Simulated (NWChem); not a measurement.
# PO (Phosphorus monoxide): USPZ81/def2-SVP

Aim: the adiabatic ionisation energy of PO (Phosphorus monoxide) at USPZ81/def2-SVP, from 2 runs. 

Program for the calculation: NWChem 7.3.0.

4 further runs of the same task are left out: 4 set aside as unsound or not needed.

**1. The molecule**

The species is PO (2 atoms), meant as a doublet with charge 0. As SMILES, `O=[P]`. Geometry: relaxed at GFN2-xTB. The run starts from this shape.

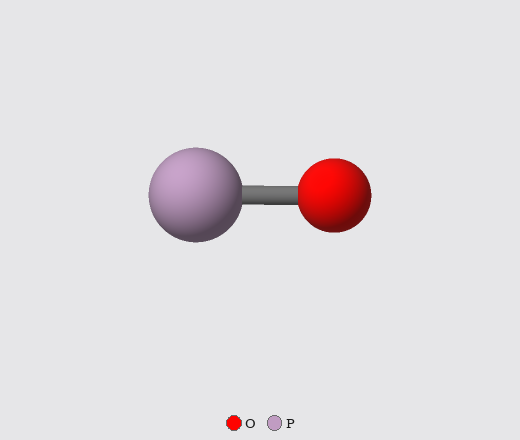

Viewed from a chosen angle; oxygen red, phosphorus pink.

**2. A structure relaxation at USPZ81/def2-SVP**

Input file nw.nw:

```
echo
start nw
title "OP SPZ81"
memory total 2200 mb
geometry units atomic noautosym
  O   0.00000000  0.00000000  0.00000000
  P   0.00000000  0.00000000  2.74972159
end
basis spherical
  * library def2-SVP
end
dft
  xc slater perdew81
  mult 2
  grid xfine
  maxiter 150
  print low
end
driver
  maxiter 60
  xyz nw
end
task dft optimize
```

Started as:

```
nwchem nw.nw > nw.out
```

What it wrote:

```text
[...]
 d= 0,ls=0.0,diis     1   -414.4562032089 -4.58D+02  4.61D-02  2.22D-01     0.2
[...]
         Total DFT energy =     -414.561417759298
[...]
@    0    -414.56141776  0.0D+00  0.06485  0.06485  0.00000  0.00000      2.0
[...]
         Total DFT energy =     -414.564353509926
[...]
@    1    -414.56435351 -2.9D-03  0.00254  0.00254  0.02874  0.04978      3.1
[...]
         Total DFT energy =     -414.564358839891
[...]
         Total DFT energy =     -414.564358944678
[...]
@    2    -414.56435894 -5.4D-06  0.00001  0.00001  0.00123  0.00213      4.0
[...]
 d= 0,ls=0.5,diis     2   -414.5643589464 -1.58D-09  1.05D-06  1.79D-09     4.2
[...]
         Total DFT energy =     -414.564358947265
      One electron energy =     -658.693327526255
           Coulomb energy =      231.883822961823
    Exchange-Corr. energy =      -29.934167863968
 Nuclear repulsion energy =       42.179313481136
[...]
      <S2> =      0.7507 (Exact =     0.7500)
[...]
         Total DFT energy =   -414.564358947265
                         DFT ENERGY GRADIENTS
    atom               coordinates                        gradient
                 x          y          z           x          y          z
   1 O       0.000000   0.000000  -1.840934   -0.000000  -0.000000  -0.000016
   2 P       0.000000   0.000000   1.004062    0.000000   0.000000   0.000016
[...]
@    3    -414.56435895 -2.6D-09  0.00002  0.00002  0.00001  0.00001      4.6
[...]
      Optimization converged
[...]
@    3    -414.56435895 -2.6D-09  0.00002  0.00002  0.00001  0.00001      4.6
[...]
```

It took 5.4 s on 1 thread of Intel Xeon 6975P-C (Granite Rapids), shared host; peak memory 0.12 GiB.

Steps, from the record of the run:

| step | energy from the first frame kept (eV) |
| --- | --- |
| 0 | 0.0000 |
| 1 | -0.0799 |
| 2 | -0.0800 |
| 3 | -0.0800 |

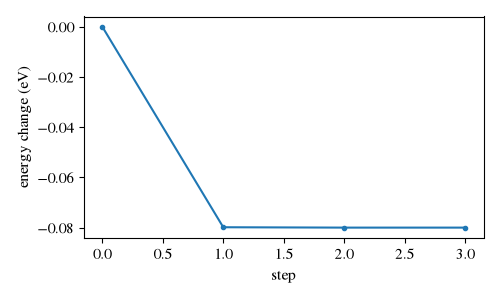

Energy along the run.

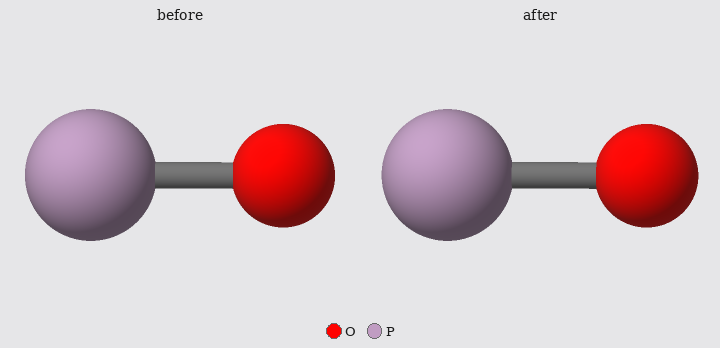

Before and after, at one scale.

After the run. Bond lengths: O1–P2 1.506 Å.

**3. The singlet cation, same level**

Input file op.nw:

```
START op
TITLE "OP optimise"
memory 2200 mb
charge 1

GEOMETRY units angstrom noautosym
  O     0.000000    0.000000    0.000000
  P     0.000000    0.000000    1.455090
END

BASIS spherical
  O library def2-SVP
  P library def2-SVP
END

DFT
  xc slater perdew81
  grid xfine
  iterations 150
  print low
END

DRIVER
  maxiter 60
  xyz op
END

TASK dft optimize
```

Started as:

```
nwchem op.nw > op.out
```

What it wrote:

```text
[...]
 d= 0,ls=0.0,diis     1   -413.9917727922 -4.58D+02  1.00D-01  2.86D+00     0.1
[...]
         Total DFT energy =     -414.258239608392
[...]
@    0    -414.25823961  0.0D+00  0.00949  0.00949  0.00000  0.00000      0.9
[...]
         Total DFT energy =     -414.258297628713
[...]
         Total DFT energy =     -414.258299249952
[...]
@    1    -414.25829925 -6.0D-05  0.00000  0.00000  0.00362  0.00628      1.9
[...]
 d= 0,ls=0.0,diis     2   -414.2582992496  9.83D-11  4.26D-07  1.00D-09     2.0
         Total DFT energy =     -414.258299249573
      One electron energy =     -653.852837457400
           Coulomb energy =      225.369023580454
    Exchange-Corr. energy =      -29.615351141560
 Nuclear repulsion energy =       43.840865768933
[...]
         Total DFT energy =   -414.258299249573
                         DFT ENERGY GRADIENTS
    atom               coordinates                        gradient
                 x          y          z           x          y          z
   1 O       0.000000   0.000000  -1.787022    0.000000  -0.000000  -0.000001
   2 P       0.000000   0.000000   0.950150   -0.000000   0.000000   0.000001
[...]
@    2    -414.25829925  3.8D-10  0.00000  0.00000  0.00000  0.00000      2.2
[...]
      Optimization converged
[...]
@    2    -414.25829925  3.8D-10  0.00000  0.00000  0.00000  0.00000      2.2
[...]
```

Run time: 2.8 s. Hardware: 1 thread of Intel Xeon 6975P-C (Granite Rapids), shared host; peak memory 0.12 GiB.

Steps, from the record of the run:

| step | energy from the first frame kept (eV) |
| --- | --- |
| 0 | 0.0000 |
| 1 | -0.0016 |
| 2 | -0.0016 |

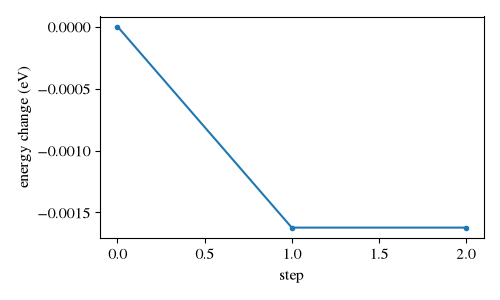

Energy along the run.

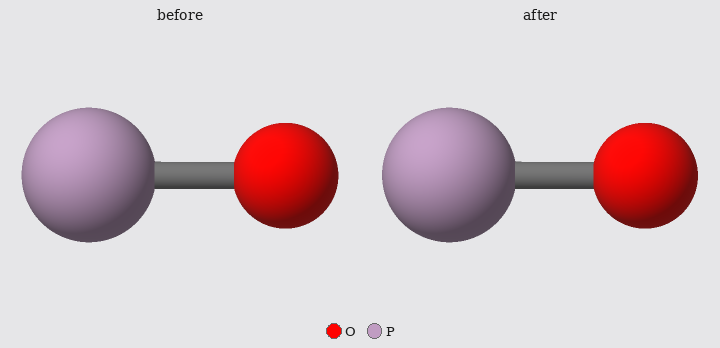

Before and after, at one scale.

After the run. Bond lengths: O1–P2 1.448 Å.

**4. Outcome**

Level: USPZ81/def2-SVP.

```
                                                               quantity          value
                                    doublet PO: total energy at the end  -414.56436 Eh
                                                doublet PO: bond length        1.506 Å
                                                       doublet PO: ⟨S²⟩          0.751
                                singlet cation: total energy at the end  -414.25830 Eh
                                            singlet cation: bond length        1.448 Å
adiabatic ionisation energy (to the singlet cation, no zero-point term)       8.328 eV
```

The adiabatic ionisation energy (to the singlet cation, no zero-point term) is 8.33 eV (192 kcal/mol). The optimisation (doublet PO) took 4 steps and changed the energy by -0.080 eV. The optimisation (singlet cation) took 3 steps and changed the energy by -0.002 eV.
